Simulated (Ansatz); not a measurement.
# H3SO+: an energy map over angle H3–O1–S2 and angle H5–S2–O1

How does the energy of H₃OS, SMILES O[SH2+], charge +1 change over two coordinates at once? A grid of runs gives the map.

Computed with Ansatz 0.2.0. Level: RKS PBE0-D4/def2-TZVP.

### Step 1. Where the work starts

SMILES `O[SH2+]`, 5 atoms, charge 1, spin multiplicity 1.

Atoms are counted from 1 here; the program's logs count them from 0.

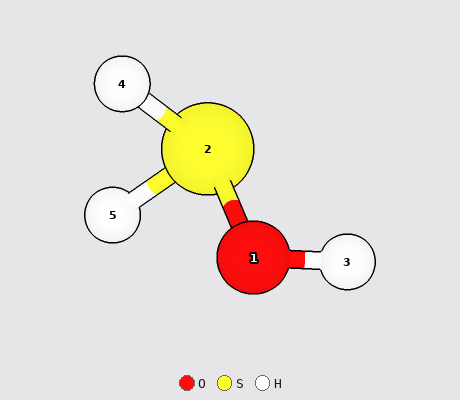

Start geometry, drawn with oxygen red, sulfur yellow, hydrogen white; atoms are numbered from 1 in the order of the file.

Coordinates:

```
O     0.44269   -0.85618    0.34314
S    -0.46872    0.44579   -0.00793
H    -0.01089   -1.36754    1.05920
H    -0.47608    0.35645   -1.38918
H     0.51299    1.42149   -0.00523
```

This geometry comes from a loose relaxation at PBE in a small basis, which is not shown.

### Step 2. Relaxing the molecule

input.yaml reads:

```yaml
crystal:
  periodic: [false, false, false]
  atoms:
    - { symbol: O, position_ang: [0.442692, -0.856185, 0.343144] }
    - { symbol: S, position_ang: [-0.468717, 0.445788, -0.007933] }
    - { symbol: H, position_ang: [-0.010886, -1.367544, 1.059201] }
    - { symbol: H, position_ang: [-0.476082, 0.356453, -1.389182] }
    - { symbol: H, position_ang: [0.512994, 1.421488, -0.00523] }
total_charge: 1
basis:
  gaussian: { orbitals: def2-TZVP }
hamiltonian:
  xc: pbe0
  dispersion: d4
output:
  forces: true
relax:
  f_tol: 0.003
  max_steps: 120
```

Run with:

```console
$ ansatz run input.yaml --threads 1 --pin off --max-ram 2560MiB --backend cpu --events-out ev --progress --plain --runs-dir out
```

Output, cut to the lines that bear on the results:

```text
Warning: RAYON_NUM_THREADS=1 ignored (pool sized by the plan → 1); use --threads N
[...]
Functional definition: PBE0
[...]
554 factors; their error is unknown
[...]
mean field -12917.33395874 eV, -474.7032673002 hartree, gradient 2.9e-5 eV, S^2 0.000000; 0 other end points of the search recorded, 0 dependent functions left out
[...]
reference -12917.33397856 eV, -474.7032680287 hartree; 13, 13 occupied and 73, 73 virtual orbitals, 554 factors
relax step   1: F+E_penalty+E_count = -12917.36451569 eV  Δ(F+E_penalty+E_count) = +0.000e0 eV  max|allowed force component| = 1.045e0 eV/Å  Δτ_max = 0.0000 Å  (24 SCF iters, accepted)
[...]
relax step   6: F+E_penalty+E_count = -12917.41457552 eV  Δ(F+E_penalty+E_count) = +2.820e-5 eV  max|allowed force component| = 2.681e-2 eV/Å  Δτ_max = 0.0023 Å  (29 SCF iters, rejected (line search))
[...]
relax step   7: F+E_penalty+E_count = -12917.41462849 eV  Δ(F+E_penalty+E_count) = -2.477e-5 eV  max|allowed force component| = 2.126e-3 eV/Å  Δτ_max = 0.0012 Å  (29 SCF iters, accepted)
554 factors; their error is unknown
[...]
mean field -12917.38398492 eV, -474.7051057285 hartree, gradient 5.3e-5 eV, S^2 0.000000; 1 other end points of the search recorded, 0 dependent functions left out
[...]
reference -12917.38400450 eV, -474.7051064480 hartree; 13, 13 occupied and 73, 73 virtual orbitals, 554 factors
Total energy: -12917.41464807 eV, -474.7062325784 hartree
Atom 0 at     0.421000    -0.830045     0.337885 Å, force    -0.001218    -0.001727     0.002126 eV/Å
Atom 1 at    -0.457485     0.440312    -0.011882 Å, force     0.000807     0.000412    -0.000904 eV/Å
Atom 2 at    -0.002187    -1.352557     1.042056 Å, force     0.001164    -0.000473    -0.000421 eV/Å
Atom 3 at    -0.469103     0.345178    -1.367667 Å, force    -0.000586     0.000650    -0.000706 eV/Å
Atom 4 at     0.507777     1.397111    -0.000392 Å, force    -0.000166     0.001137    -0.000096 eV/Å
Dipole moment:    -0.173704     0.224206    -0.048465 e Å
```

It took 18 s on 1 thread of Arm Neoverse N1, shared host; peak memory 0.12 GiB.

The steps of the relaxation:

| step | energy from step 1 (eV) | largest force component (eV/Å) |
| --- | --- | --- |
| 1 | 0.0000 | 1.0446 |
| 2 | -0.0346 | 0.6597 |
| 3 | -0.0487 | 0.1410 |
| 4 | -0.0483 | 0.2190 |
| 5 | -0.0501 | 0.0167 |
| 6 | -0.0501 | 0.0268 |
| 7 | -0.0501 | 0.0021 |

Distances of close pairs at the start and the end, largest changes first:

| bond | before (Å) | after (Å) | change (Å) |
| --- | --- | --- | --- |
| O1–S2 | 1.628 | 1.584 | -0.044 |
| S2–H4 | 1.384 | 1.359 | -0.025 |
| S2–H5 | 1.384 | 1.359 | -0.025 |
| O1–H3 | 0.990 | 0.974 | -0.016 |

### Step 3. Setting up the map

- angle H3–O1–S2: 15 values from 75.4 to 145.4 °
- angle H5–S2–O1: 15 values from 64.7 to 134.7 °

Nothing else is relaxed (all other coordinates rigid). Energies count from the relaxed molecule at the same level.

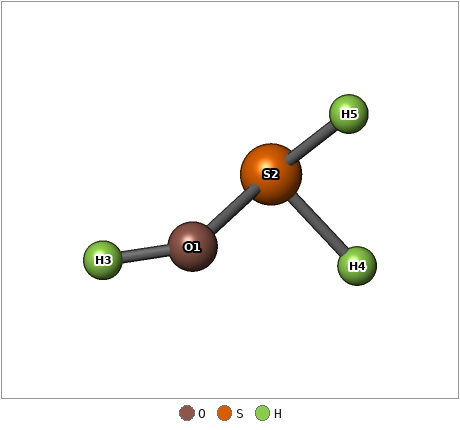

The geometry at angle H3–O1–S2 = 135.4°, angle H5–S2–O1 = 94.7°.

Of the runs on the grid, 3 are shown in the steps below; the others differ only in the two coordinates.

### Step 4. Point angle H3–O1–S2 = 135.4°, angle H5–S2–O1 = 94.7°

input.yaml reads:

```yaml
crystal:
  periodic: [false, false, false]
  atoms:
    - { symbol: O, position_ang: [0.421, -0.830045, 0.337885] }
    - { symbol: S, position_ang: [-0.457485, 0.440312, -0.011882] }
    - { symbol: H, position_ang: [0.347181, -1.57336, 0.962382] }
    - { symbol: H, position_ang: [-0.469103, 0.345178, -1.367667] }
    - { symbol: H, position_ang: [0.585518, 1.310948, 0.0264] }
total_charge: 1
basis:
  gaussian: { orbitals: def2-TZVP }
hamiltonian:
  xc: pbe0
  dispersion: d4
output:
  forces: true
```

Run with:

```console
$ ansatz run input.yaml --threads 1 --pin off --max-ram 2560MiB --backend cpu --events-out ev --progress --plain --runs-dir out
```

Output, cut to the lines that bear on the results:

```text
Warning: RAYON_NUM_THREADS=1 ignored (pool sized by the plan → 1); use --threads N
[...]
[... 1 set-up line as earlier in the session ...]
[...]
554 factors; their error is unknown
[...]
mean field -12917.02512241 eV, -474.6919177746 hartree, gradient 3.9e-5 eV, S^2 0.000000; 0 other end points of the search recorded, 0 dependent functions left out
[...]
reference -12917.02514207 eV, -474.6919184968 hartree; 13, 13 occupied and 73, 73 virtual orbitals, 554 factors
Total energy: -12917.05587135 eV, -474.6930477770 hartree
Atom 0 at     0.421000    -0.830045     0.337885 Å, force     0.903158     0.371982    -1.149478 eV/Å
Atom 1 at    -0.457485     0.440312    -0.011882 Å, force     0.427178    -1.185387     1.111052 eV/Å
Atom 2 at     0.347181    -1.573360     0.962382 Å, force    -1.206795     0.661580     0.225446 eV/Å
Atom 3 at    -0.469103     0.345178    -1.367667 Å, force     0.084826    -0.071862    -0.038525 eV/Å
Atom 4 at     0.585518     1.310948     0.026400 Å, force    -0.208367     0.223686    -0.148495 eV/Å
Dipole moment:    -0.072568     0.134635    -0.058736 e Å
```

It took 2.2 s on 1 thread of Arm Neoverse N1, shared host; peak memory 0.12 GiB.

That is 0.36 eV from the zero.

### Step 5. Grid point angle H3–O1–S2 = 110.4°, angle H5–S2–O1 = 99.7°

input.yaml reads:

```yaml
crystal:
  periodic: [false, false, false]
  atoms:
    - { symbol: O, position_ang: [0.421, -0.830045, 0.337885] }
    - { symbol: S, position_ang: [-0.457485, 0.440312, -0.011882] }
    - { symbol: H, position_ang: [-0.002621, -1.352179, 1.042075] }
    - { symbol: H, position_ang: [-0.469103, 0.345178, -1.367667] }
    - { symbol: H, position_ang: [0.508141, 1.396742, -0.000272] }
total_charge: 1
basis:
  gaussian: { orbitals: def2-TZVP }
hamiltonian:
  xc: pbe0
  dispersion: d4
output:
  forces: true
```

Run with:

```console
$ ansatz run input.yaml --threads 1 --pin off --max-ram 2560MiB --backend cpu --events-out ev --progress --plain --runs-dir out
```

Output, cut to the lines that bear on the results:

```text
Warning: RAYON_NUM_THREADS=1 ignored (pool sized by the plan → 1); use --threads N
[...]
[... 1 set-up line as earlier in the session ...]
[...]
554 factors; their error is unknown
[...]
mean field -12917.38398242 eV, -474.7051056366 hartree, gradient 3.0e-5 eV, S^2 0.000000; 0 other end points of the search recorded, 0 dependent functions left out
[...]
reference -12917.38400199 eV, -474.7051063557 hartree; 13, 13 occupied and 73, 73 virtual orbitals, 554 factors
Total energy: -12917.41464560 eV, -474.7062324878 hartree
Atom 0 at     0.421000    -0.830045     0.337885 Å, force    -0.004252    -0.003512     0.004401 eV/Å
Atom 1 at    -0.457485     0.440312    -0.011882 Å, force     0.003402     0.002860    -0.002239 eV/Å
Atom 2 at    -0.002621    -1.352179     1.042075 Å, force     0.003233    -0.002883    -0.000429 eV/Å
Atom 3 at    -0.469103     0.345178    -1.367667 Å, force    -0.000681     0.000996    -0.000846 eV/Å
Atom 4 at     0.508141     1.396742    -0.000272 Å, force    -0.001702     0.002538    -0.000887 eV/Å
Dipole moment:    -0.173811     0.224300    -0.048492 e Å
```

Run time: 2.2 s. Hardware: 1 thread of Arm Neoverse N1, shared host; peak memory 0.12 GiB.

On the map this point reads 0.00 eV.

### Step 6. Point angle H3–O1–S2 = 100.4°, angle H5–S2–O1 = 64.7°

input.yaml reads:

```yaml
crystal:
  periodic: [false, false, false]
  atoms:
    - { symbol: O, position_ang: [0.421, -0.830045, 0.337885] }
    - { symbol: S, position_ang: [-0.457485, 0.440312, -0.011882] }
    - { symbol: H, position_ang: [-0.123606, -1.233266, 1.037013] }
    - { symbol: H, position_ang: [-0.469103, 0.345178, -1.367667] }
    - { symbol: H, position_ang: [0.866914, 0.683107, 0.173446] }
total_charge: 1
basis:
  gaussian: { orbitals: def2-TZVP }
hamiltonian:
  xc: pbe0
  dispersion: d4
output:
  forces: true
```

Run with:

```console
$ ansatz run input.yaml --threads 1 --pin off --max-ram 2560MiB --backend cpu --events-out ev --progress --plain --runs-dir out
```

Output, cut to the lines that bear on the results:

```text
Warning: RAYON_NUM_THREADS=1 ignored (pool sized by the plan → 1); use --threads N
[...]
[... 1 set-up line as earlier in the session ...]
[...]
554 factors; their error is unknown
[...]
mean field -12915.82048916 eV, -474.6476483192 hartree, gradient 3.1e-5 eV, S^2 0.000000; 0 other end points of the search recorded, 0 dependent functions left out
[...]
reference -12915.82050864 eV, -474.6476490349 hartree; 13, 13 occupied and 73, 73 virtual orbitals, 554 factors
Total energy: -12915.85126257 eV, -474.6487792209 hartree
Atom 0 at     0.421000    -0.830045     0.337885 Å, force    -1.132280    -4.282339     1.550652 eV/Å
Atom 1 at    -0.457485     0.440312    -0.011882 Å, force     0.628120     2.173232    -0.721110 eV/Å
Atom 2 at    -0.123606    -1.233266     1.037013 Å, force     0.706713    -1.259021     0.070256 eV/Å
Atom 3 at    -0.469103     0.345178    -1.367667 Å, force    -0.024589     0.047621    -0.113471 eV/Å
Atom 4 at     0.866914     0.683107     0.173446 Å, force    -0.177963     3.320508    -0.786328 eV/Å
Dipole moment:    -0.175525     0.160296    -0.043360 e Å
```

It took 2.2 s on 1 thread of Arm Neoverse N1, shared host; peak memory 0.12 GiB.

That is 1.56 eV from the zero.

### Step 7. Energy over the grid

225 points were computed. Energies in eV, from the relaxed molecule at the same level:

| angle H5–S2–O1 (°) ↓, angle H3–O1–S2 (°) → | 75.4 | 80.4 | 85.4 | 90.4 | 95.4 | 100.4 | 105.4 | 110.4 | 115.4 | 120.4 | 125.4 | 130.4 | 135.4 | 140.4 | 145.4 |
| --- | --- | --- | --- | --- | --- | --- | --- | --- | --- | --- | --- | --- | --- | --- | --- |
| 134.7 | 2.00 | 1.70 | 1.46 | 1.29 | 1.17 | 1.10 | 1.07 | 1.08 | 1.13 | 1.20 | 1.30 | 1.41 | 1.53 | 1.66 | 1.79 |
| 129.7 | 1.76 | 1.46 | 1.22 | 1.04 | 0.91 | 0.83 | 0.80 | 0.81 | 0.85 | 0.92 | 1.02 | 1.13 | 1.25 | 1.37 | 1.50 |
| 124.7 | 1.56 | 1.25 | 1.00 | 0.82 | 0.69 | 0.61 | 0.57 | 0.57 | 0.61 | 0.68 | 0.77 | 0.88 | 1.00 | 1.12 | 1.24 |
| 119.7 | 1.40 | 1.08 | 0.83 | 0.64 | 0.50 | 0.42 | 0.38 | 0.37 | 0.41 | 0.47 | 0.56 | 0.66 | 0.78 | 0.90 | 1.03 |
| 114.7 | 1.28 | 0.95 | 0.70 | 0.50 | 0.36 | 0.27 | 0.22 | 0.21 | 0.24 | 0.30 | 0.39 | 0.49 | 0.61 | 0.73 | 0.85 |
| 109.7 | 1.20 | 0.87 | 0.60 | 0.40 | 0.25 | 0.16 | 0.11 | 0.10 | 0.12 | 0.18 | 0.26 | 0.36 | 0.47 | 0.60 | 0.72 |
| 104.7 | 1.17 | 0.83 | 0.56 | 0.35 | 0.20 | 0.10 | 0.04 | 0.02 | 0.05 | 0.10 | 0.18 | 0.27 | 0.39 | 0.51 | 0.63 |
| 99.7 | 1.18 | 0.84 | 0.56 | 0.35 | 0.19 | 0.08 | 0.02 | 0.00 | 0.02 | 0.07 | 0.14 | 0.24 | 0.35 | 0.47 | 0.59 |
| 94.7 | 1.25 | 0.90 | 0.61 | 0.39 | 0.23 | 0.12 | 0.05 | 0.03 | 0.04 | 0.08 | 0.16 | 0.25 | 0.36 | 0.48 | 0.60 |
| 89.7 | 1.37 | 1.01 | 0.72 | 0.50 | 0.33 | 0.21 | 0.14 | 0.11 | 0.12 | 0.16 | 0.23 | 0.32 | 0.43 | 0.55 | 0.67 |
| 84.7 | 1.55 | 1.19 | 0.89 | 0.66 | 0.48 | 0.36 | 0.28 | 0.25 | 0.25 | 0.29 | 0.36 | 0.45 | 0.55 | 0.67 | 0.80 |
| 79.7 | 1.79 | 1.42 | 1.12 | 0.88 | 0.70 | 0.57 | 0.49 | 0.45 | 0.45 | 0.48 | 0.55 | 0.63 | 0.74 | 0.86 | 0.99 |
| 74.7 | 2.09 | 1.72 | 1.41 | 1.17 | 0.98 | 0.85 | 0.76 | 0.72 | 0.71 | 0.74 | 0.80 | 0.89 | 0.99 | 1.11 | 1.24 |
| 69.7 | 2.45 | 2.07 | 1.76 | 1.51 | 1.32 | 1.18 | 1.09 | 1.04 | 1.03 | 1.06 | 1.11 | 1.20 | 1.30 | 1.42 | 1.55 |
| 64.7 | 2.85 | 2.47 | 2.16 | 1.90 | 1.71 | 1.56 | 1.47 | 1.41 | 1.40 | 1.42 | 1.48 | 1.56 | 1.66 | 1.77 | 1.90 |

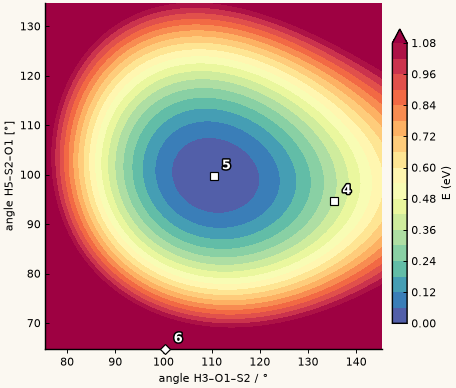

The map; numbers mark the steps of this session that print a point's run. Drawn: filled contours, one colour for all values above the top of the scale. Between grid points the surface is interpolated.

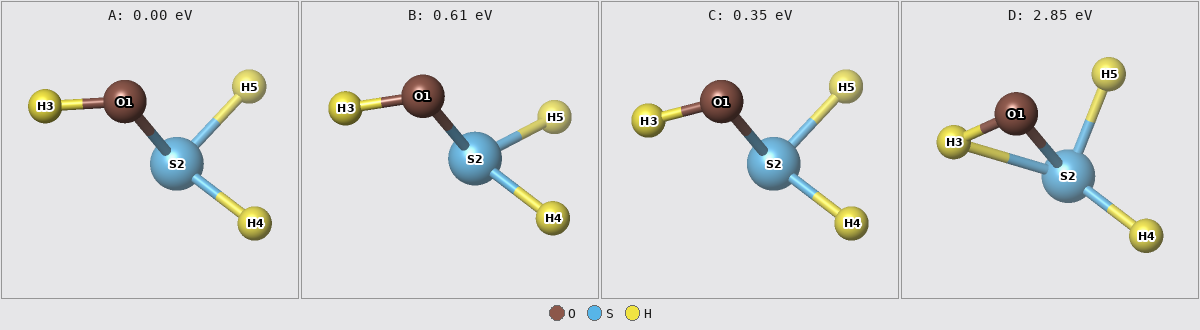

Structures on the grid, at one scale: A at angle H3–O1–S2 = 110.4°, angle H5–S2–O1 = 99.7°; B at angle H3–O1–S2 = 100.4°, angle H5–S2–O1 = 124.7°; C at angle H3–O1–S2 = 90.4°, angle H5–S2–O1 = 99.7°; D at angle H3–O1–S2 = 75.4°, angle H5–S2–O1 = 64.7°.

On the same grid, largest force on an atom (eV/Å):

| angle H5–S2–O1 (°) ↓, angle H3–O1–S2 (°) → | 75.4 | 80.4 | 85.4 | 90.4 | 95.4 | 100.4 | 105.4 | 110.4 | 115.4 | 120.4 | 125.4 | 130.4 | 135.4 | 140.4 | 145.4 |
| --- | --- | --- | --- | --- | --- | --- | --- | --- | --- | --- | --- | --- | --- | --- | --- |
| 134.7 | 4.95 | 4.60 | 4.36 | 4.22 | 4.14 | 4.13 | 4.17 | 4.24 | 4.32 | 4.42 | 4.51 | 4.60 | 4.67 | 4.73 | 4.76 |
| 129.7 | 4.61 | 4.18 | 3.88 | 3.68 | 3.57 | 3.53 | 3.55 | 3.61 | 3.70 | 3.80 | 3.91 | 4.01 | 4.09 | 4.16 | 4.21 |
| 124.7 | 4.32 | 3.81 | 3.43 | 3.16 | 2.99 | 2.92 | 2.92 | 2.98 | 3.07 | 3.18 | 3.30 | 3.41 | 3.51 | 3.60 | 3.67 |
| 119.7 | 4.27 | 3.51 | 3.04 | 2.69 | 2.45 | 2.32 | 2.29 | 2.34 | 2.43 | 2.56 | 2.69 | 2.83 | 2.96 | 3.19 | 3.35 |
| 114.7 | 4.35 | 3.48 | 2.74 | 2.30 | 1.97 | 1.76 | 1.68 | 1.71 | 1.81 | 1.96 | 2.13 | 2.43 | 2.72 | 2.95 | 3.13 |
| 109.7 | 4.42 | 3.55 | 2.78 | 2.08 | 1.59 | 1.27 | 1.11 | 1.10 | 1.22 | 1.44 | 1.80 | 2.14 | 2.44 | 2.68 | 2.87 |
| 104.7 | 4.49 | 3.62 | 2.85 | 2.14 | 1.50 | 0.94 | 0.61 | 0.53 | 0.73 | 1.12 | 1.49 | 1.84 | 2.14 | 2.38 | 2.58 |
| 99.7 | 4.57 | 3.70 | 2.92 | 2.21 | 1.57 | 0.99 | 0.47 | 0.01 | 0.40 | 0.81 | 1.18 | 1.52 | 1.82 | 2.06 | 2.25 |
| 94.7 | 4.64 | 3.77 | 2.99 | 2.28 | 1.63 | 1.09 | 0.75 | 0.48 | 0.56 | 0.81 | 1.10 | 1.39 | 1.68 | 1.96 | 2.24 |
| 89.7 | 4.70 | 3.84 | 3.06 | 2.35 | 1.77 | 1.49 | 1.21 | 0.95 | 0.90 | 1.04 | 1.26 | 1.52 | 1.78 | 2.05 | 2.32 |
| 84.7 | 4.77 | 3.91 | 3.13 | 2.48 | 2.21 | 1.99 | 1.75 | 1.53 | 1.42 | 1.39 | 1.43 | 1.64 | 1.87 | 2.12 | 2.38 |
| 79.7 | 4.83 | 3.97 | 3.22 | 2.89 | 2.76 | 2.57 | 2.37 | 2.18 | 2.00 | 1.92 | 1.89 | 1.87 | 1.89 | 2.11 | 2.35 |
| 74.7 | 4.87 | 4.05 | 3.55 | 3.50 | 3.39 | 3.24 | 3.07 | 2.89 | 2.73 | 2.57 | 2.44 | 2.39 | 2.38 | 2.37 | 2.38 |
| 69.7 | 5.09 | 4.32 | 4.21 | 4.17 | 4.09 | 3.96 | 3.82 | 3.66 | 3.51 | 3.35 | 3.21 | 3.06 | 2.89 | 2.82 | 2.82 |
| 64.7 | 5.56 | 4.86 | 4.89 | 4.87 | 4.80 | 4.69 | 4.57 | 4.43 | 4.28 | 4.14 | 3.99 | 3.83 | 3.65 | 3.45 | 3.22 |

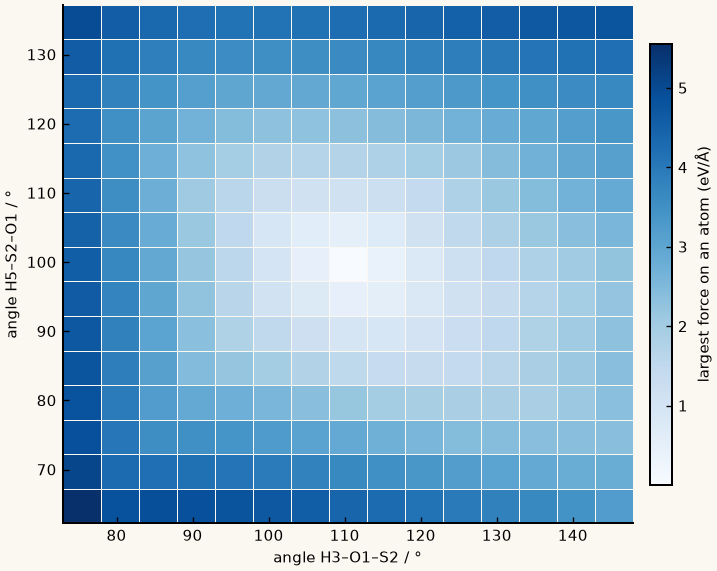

The largest force on an atom over the grid. Drawn: one coloured cell a grid point.

### Step 8. Summary of results

| quantity | value |
| --- | --- |
| lowest point | angle H3–O1–S2 = 110.4°, angle H5–S2–O1 = 99.7°, 0.00 eV |
| highest computed point | angle H3–O1–S2 = 75.4°, angle H5–S2–O1 = 64.7°, 2.85 eV above the lowest |
| largest force on an atom (eV/Å) | 0.01 at angle H3–O1–S2 = 110.4°, angle H5–S2–O1 = 99.7° to 5.56 at angle H3–O1–S2 = 75.4°, angle H5–S2–O1 = 64.7°; 0.01 at the lowest point |
| time for the whole task | 8.6 min on 1 thread, shared host |

The lowest computed point is at angle H3–O1–S2 = 110.4°, angle H5–S2–O1 = 99.7°, 0.00 eV from the relaxed molecule at the same level. No other kind of well shows on this grid. The highest computed point, angle H3–O1–S2 = 75.4°, angle H5–S2–O1 = 64.7°, lies 2.85 eV above the lowest. Round the minimum the two coordinates are nearly uncoupled.
